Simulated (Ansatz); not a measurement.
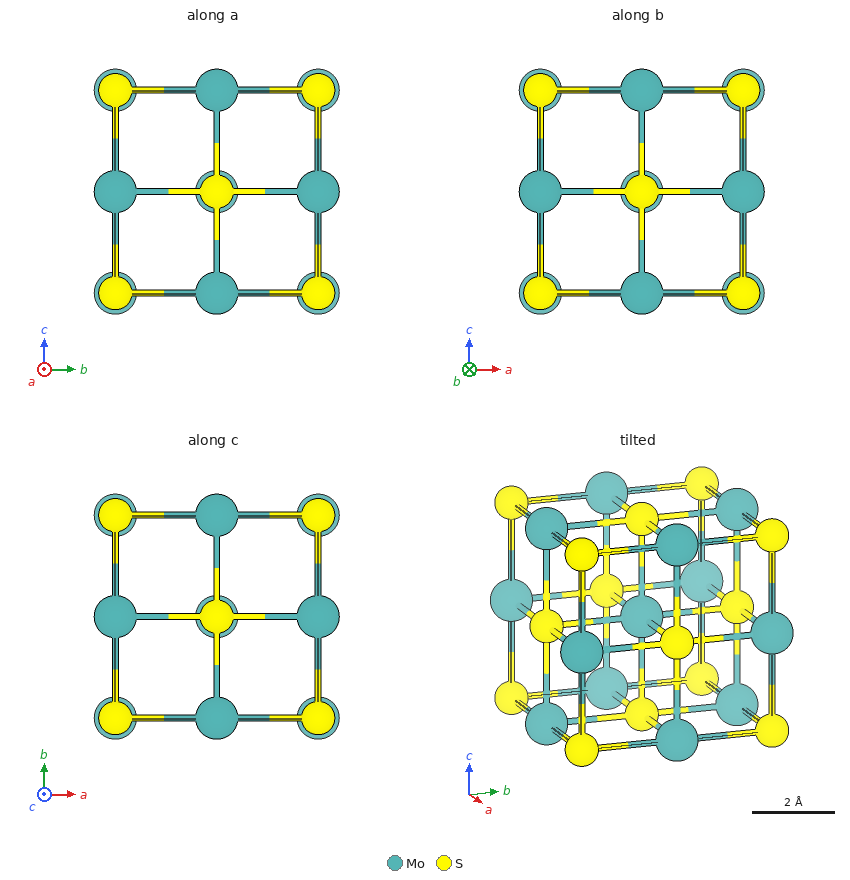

We look at a ball-and-stick model of the crystal along the a axis, along the b axis, along the c axis and slightly off an axis. The conventional unit cell is drawn as a box.

Lattice parameters: a = 4.9563 Å, b = 4.9563 Å, c = 4.9563 Å, α = 90.000°, β = 90.000°, γ = 90.000°.

Put the structure into a CIF with its space group and independent sites.

Answer.
```cif
data_structure
_symmetry_space_group_name_H-M 'F m -3 m'
_symmetry_Int_Tables_number 225
_cell_length_a 4.9563
_cell_length_b 4.9563
_cell_length_c 4.9563
_cell_angle_alpha 90.000
_cell_angle_beta 90.000
_cell_angle_gamma 90.000
_cell_volume 121.75
loop_
_atom_site_label
_atom_site_type_symbol
_atom_site_symmetry_multiplicity
_atom_site_Wyckoff_symbol
_atom_site_fract_x
_atom_site_fract_y
_atom_site_fract_z
_atom_site_occupancy
Mo1 Mo 4 b 0.5000 0.0000 0.0000 1
S1 S 4 a 0.0000 0.0000 0.0000 1
```

It goes back to a structure type filled with these elements by a generator (whether the compound takes this form wasn't checked). Atoms and cell were optimised with DFT PBE, scalar-relativistic, plane waves, PAW (Ansatz 0.2.0).
